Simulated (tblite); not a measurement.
# C2H10OSi4 (charge +1): geometry relaxation (part 2 of 2)

The same run, continued: C2H10OSi4, charge +1, multiplicity 2; GFN2-xTB geometry optimisation, gas phase (tblite 0.8.0). It belongs to a series of runs on one base structure; here: electron removed.

Geometry of the input (Å):
```
C  3.1455  0.3957  -0.0925
C  1.9043  -0.2951  -0.3488
Si 0.3956  0.0833  0.5453
O  0.6449  0.7289  2.0430
Si -1.1438  1.2620  -0.6843
Si -2.7579  -0.0390  0.2757
Si -1.1376  -1.6274  0.5554
H  3.2062  1.2301  0.6127
H  4.0290  0.1224  -0.6527
H  1.8966  -1.0832  -1.0862
H  1.3745  0.3394  2.5645
H  -1.0197  1.0004  -2.1521
H  -1.2464  2.7177  -0.3634
H  -3.2577  0.5095  1.5633
H  -3.8554  -0.4335  -0.6408
H  -0.9878  -2.5225  -0.6115
H  -1.1973  -2.3768  1.8490
```

## Trajectory as extended XYZ, continued
```
17
Properties=species:S:1:pos:R:3:forces:R:3 step=66 energy=-541.51881
C     3.2647    0.2889   -0.0803    0.0100  -0.0450   0.0130
C     2.1442   -0.3240   -0.4578    0.0130   0.0240   0.0000
Si    0.4687   -0.0442    0.3428   -0.0120   0.0010   0.0050
O     0.6105    0.6448    1.7979   -0.0080   0.0030   0.0000
Si   -1.2919    1.4251   -0.6101   -0.0170   0.0080  -0.0010
Si   -2.9493   -0.1102    0.2246    0.0300   0.0040  -0.0170
Si   -1.2690   -1.7616    0.7055    0.0110   0.0180  -0.0060
H     3.2952    0.9881    0.7419   -0.0020  -0.0060  -0.0260
H     4.2055    0.1139   -0.5754    0.0160   0.0060  -0.0060
H     2.1958   -1.0036   -1.2992   -0.0120   0.0150   0.0010
H     1.3993    0.8042    2.3118    0.0110   0.0000   0.0250
H    -1.0445    1.5156   -2.0537   -0.0070   0.0130   0.0050
H    -1.1902    2.8101   -0.1391   -0.0160  -0.0220  -0.0170
H    -3.6132    0.4114    1.4246   -0.0160  -0.0090   0.0150
H    -4.0414   -0.4862   -0.6801    0.0220   0.0000  -0.0030
H    -1.0244   -2.8228   -0.2781   -0.0110  -0.0080   0.0070
H    -1.1671   -2.4375    2.0013   -0.0130  -0.0010   0.0050
17
Properties=species:S:1:pos:R:3:forces:R:3 step=76 energy=-541.52253
C     3.2846    0.2537   -0.0807   -0.0050  -0.0320   0.0220
C     2.1488   -0.3093   -0.4896    0.0120   0.0190   0.0180
Si    0.4776   -0.0151    0.3190   -0.0270   0.0030  -0.0130
O     0.6249    0.6595    1.7805   -0.0040  -0.0010  -0.0110
Si   -1.3158    1.4443   -0.6040    0.0320   0.0210   0.0140
Si   -2.9493   -0.1182    0.2114    0.0030  -0.0310  -0.0190
Si   -1.2511   -1.7452    0.7171   -0.0250   0.0260  -0.0040
H     3.3204    0.9304    0.7597    0.0110  -0.0080  -0.0070
H     4.2313    0.0647   -0.5606   -0.0270   0.0030  -0.0320
H     2.1836   -0.9642   -1.3515    0.0010   0.0110   0.0140
H     1.4066    0.7723    2.3171    0.0130   0.0120   0.0110
H    -1.0627    1.5846   -2.0421   -0.0120  -0.0060  -0.0110
H    -1.2510    2.8201   -0.1037   -0.0100  -0.0040   0.0020
H    -3.6684    0.3795    1.3898    0.0040  -0.0010   0.0150
H    -4.0083   -0.5328   -0.7155    0.0200   0.0050  -0.0140
H    -1.0142   -2.8533   -0.2143    0.0080  -0.0010   0.0050
H    -1.1640   -2.3590    2.0440    0.0060  -0.0160   0.0100
17
Properties=species:S:1:pos:R:3:forces:R:3 step=87 energy=-541.52532
C     3.2963    0.2194   -0.0775    0.0060  -0.0080  -0.0080
C     2.1440   -0.2984   -0.4981   -0.0120   0.0110  -0.0100
Si    0.4759    0.0171    0.3077    0.0010  -0.0020   0.0130
O     0.6355    0.6808    1.7725   -0.0080   0.0100   0.0070
Si   -1.3212    1.4657   -0.5944    0.0010  -0.0010   0.0010
Si   -2.9455   -0.1204    0.1877   -0.0100  -0.0340   0.0180
Si   -1.2458   -1.7325    0.7342   -0.0050   0.0050   0.0010
H     3.3637    0.8690    0.7817   -0.0070  -0.0140   0.0000
H     4.2276    0.0201   -0.5817    0.0150   0.0040  -0.0010
H     2.1654   -0.9240   -1.3815   -0.0210  -0.0060   0.0060
H     1.4144    0.7578    2.3195    0.0120   0.0160   0.0040
H    -1.0932    1.6312   -2.0344    0.0050  -0.0060   0.0000
H    -1.3077    2.8341   -0.0731    0.0110   0.0090   0.0070
H    -3.7002    0.3389    1.3609    0.0000  -0.0040  -0.0220
H    -3.9642   -0.5637   -0.7692   -0.0050   0.0100  -0.0050
H    -0.9966   -2.8715   -0.1556    0.0130   0.0060  -0.0040
H    -1.1553   -2.3113    2.0782    0.0030   0.0040  -0.0070
17
Properties=species:S:1:pos:R:3:forces:R:3 step=98 energy=-541.52951
C     3.3030    0.1552   -0.0899    0.0170   0.0170  -0.0100
C     2.1162   -0.2816   -0.5050   -0.0490  -0.0050  -0.0260
Si    0.4741    0.0600    0.3386    0.0000   0.0120   0.0290
O     0.6603    0.7376    1.7919   -0.0310   0.0110   0.0140
Si   -1.3446    1.4859   -0.5606    0.0080  -0.0150  -0.0140
Si   -2.9496   -0.1580    0.1473    0.0290   0.0200   0.0390
Si   -1.2118   -1.7126    0.7548   -0.0390   0.0020   0.0040
H     3.4240    0.7478    0.8037   -0.0180   0.0000   0.0060
H     4.2127   -0.0504   -0.6309   -0.0120  -0.0280   0.0000
H     2.0753   -0.8615   -1.4181    0.0430  -0.0030  -0.0220
H     1.4408    0.8084    2.3365    0.0310   0.0180   0.0100
H    -1.1170    1.6630   -1.9996    0.0170   0.0080   0.0030
H    -1.3490    2.8501   -0.0288    0.0040   0.0050   0.0050
H    -3.7647    0.2699    1.2916   -0.0050  -0.0170  -0.0200
H    -3.9153   -0.5819   -0.8706   -0.0060  -0.0230   0.0020
H    -0.9240   -2.8679   -0.1009    0.0120  -0.0010  -0.0020
H    -1.1374   -2.2520    2.1167   -0.0020  -0.0020  -0.0190
17
Properties=species:S:1:pos:R:3:forces:R:3 step=109 energy=-541.53327
C     3.2980    0.0600   -0.1016    0.0160   0.0000   0.0030
C     2.0809   -0.2510   -0.5406   -0.0250  -0.0040   0.0000
Si    0.4733    0.1229    0.3537   -0.0120  -0.0030   0.0010
O     0.6966    0.8101    1.7963    0.0080  -0.0120   0.0040
Si   -1.3668    1.5112   -0.5217   -0.0050   0.0020  -0.0010
Si   -2.9471   -0.1903    0.0977    0.0300   0.0010   0.0040
Si   -1.1911   -1.6856    0.7886    0.0100   0.0160   0.0010
H     3.4640    0.5670    0.8354    0.0060   0.0130   0.0240
H     4.1869   -0.1772   -0.6630    0.0040   0.0000  -0.0050
H     2.0040   -0.7544   -1.4953   -0.0150  -0.0140  -0.0200
H     1.4905    0.9082    2.3189   -0.0060   0.0030  -0.0170
H    -1.1363    1.7664   -1.9480    0.0170   0.0070   0.0010
H    -1.4093    2.8445    0.0809   -0.0070   0.0170   0.0000
H    -3.8695    0.1612    1.1821   -0.0060   0.0100   0.0110
H    -3.8152   -0.6552   -0.9880   -0.0080  -0.0260  -0.0120
H    -0.8434   -2.8752    0.0048    0.0020   0.0080  -0.0050
H    -1.1224   -2.1505    2.1763   -0.0100  -0.0180   0.0100
17
Properties=species:S:1:pos:R:3:forces:R:3 step=120 energy=-541.53524
C     3.2849    0.0458   -0.1089   -0.0050  -0.0120   0.0090
C     2.0596   -0.2480   -0.5386    0.0060   0.0090  -0.0030
Si    0.4655    0.1347    0.3746    0.0050  -0.0130  -0.0060
O     0.7038    0.8089    1.8195   -0.0020   0.0020   0.0060
Si   -1.3667    1.5208   -0.5163    0.0030  -0.0110  -0.0090
Si   -2.9405   -0.1954    0.0934   -0.0020  -0.0070  -0.0060
Si   -1.1819   -1.6782    0.8023    0.0000   0.0160  -0.0030
H     3.4634    0.5422    0.8322    0.0110   0.0040   0.0010
H     4.1667   -0.1988   -0.6788   -0.0070   0.0080   0.0000
H     1.9655   -0.7426   -1.4969   -0.0020  -0.0070  -0.0060
H     1.5107    0.9477    2.3109    0.0140   0.0030   0.0070
H    -1.0992    1.7744   -1.9374   -0.0060   0.0030   0.0110
H    -1.4219    2.8576    0.0797   -0.0130   0.0000   0.0000
H    -3.8788    0.1572    1.1651    0.0010   0.0100  -0.0100
H    -3.7872   -0.6938   -0.9964   -0.0010   0.0030   0.0070
H    -0.8128   -2.8442   -0.0074   -0.0020  -0.0010   0.0070
H    -1.1382   -2.1761    2.1797    0.0000  -0.0090  -0.0040
17
Properties=species:S:1:pos:R:3:forces:R:3 step=131 energy=-541.53590
C     3.2836    0.0182   -0.1111    0.0020   0.0020   0.0010
C     2.0522   -0.2406   -0.5454    0.0020   0.0000  -0.0030
Si    0.4671    0.1438    0.3830    0.0050   0.0060  -0.0010
O     0.7229    0.8196    1.8242   -0.0010  -0.0010   0.0030
Si   -1.3767    1.5264   -0.5090    0.0060  -0.0020   0.0010
Si   -2.9370   -0.2091    0.0766   -0.0060   0.0020  -0.0070
Si   -1.1728   -1.6671    0.8185   -0.0020  -0.0030  -0.0040
H     3.4762    0.4891    0.8405    0.0000  -0.0010  -0.0020
H     4.1585   -0.2287   -0.6903   -0.0020   0.0030   0.0010
H     1.9481   -0.7129   -1.5142   -0.0040   0.0000   0.0010
H     1.5374    0.9780    2.2975    0.0030   0.0010   0.0000
H    -1.1022    1.8158   -1.9209    0.0020   0.0010  -0.0020
H    -1.4689    2.8504    0.1114   -0.0010  -0.0040   0.0000
H    -3.9017    0.1538    1.1204   -0.0020   0.0000   0.0010
H    -3.7575   -0.7260   -1.0242   -0.0010   0.0010   0.0020
H    -0.7943   -2.8393    0.0218   -0.0010  -0.0010   0.0020
H    -1.1420   -2.1593    2.1979    0.0000  -0.0020   0.0050
```

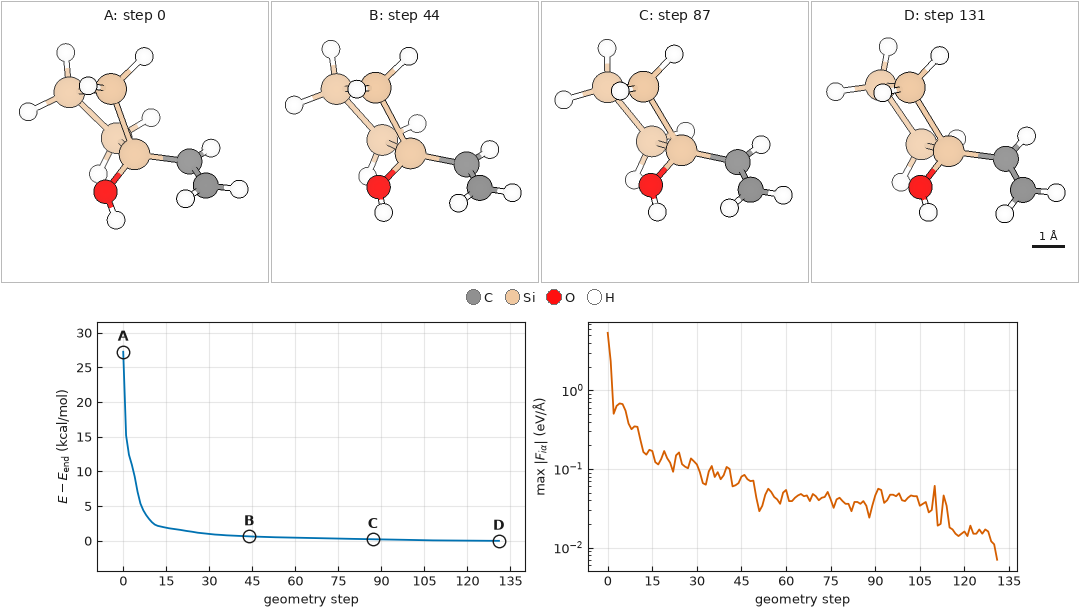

*Frames of the relaxation (ball-and-stick view, seen at a tilt) above the curves, on which the letters mark them (steps are counted from 0).*

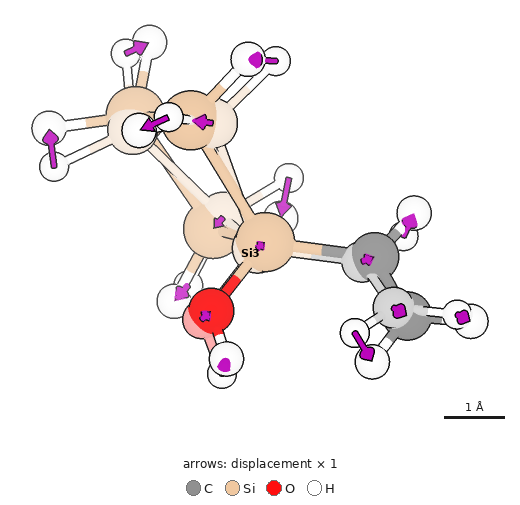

*Start (faint) and end (solid) with the displacements as pink arrows, at true length (ball-and-stick view, seen at a tilt). The two geometries are laid on each other by the best rigid fit.*

The atom that moves furthest after the best rigid fit is H14 (0.86 Å). By element the largest moves are H 0.86 Å, C 0.40 Å, Si 0.39 Å, O 0.25 Å. Among the contacts that change: Si3–Si7 2.297 → 2.482 Å, Si3–Si5 2.296 → 2.471 Å, Si5–Si6 2.285 → 2.406 Å, Si6–Si7 2.286 → 2.406 Å. Among the angles that change: Si3–O4–H11 116.2° → 130.4°, O4–Si3–Si5 112.7° → 101.9°, C2–Si3–Si5 113.9° → 124.5°. After 131 geometry steps the energy has fallen by 27.3 kcal/mol. Largest force component: 5.4 eV/Å at the start, 0.007 eV/Å at the end. (Atoms are counted from 1 in the order of the input.)

## Results in brief

| quantity | value |
| --- | --- |
| outcome | converged |
| total energy | −541.5359 eV |
| wall time | 1.9 s |
| peak memory | 0.18 GiB |
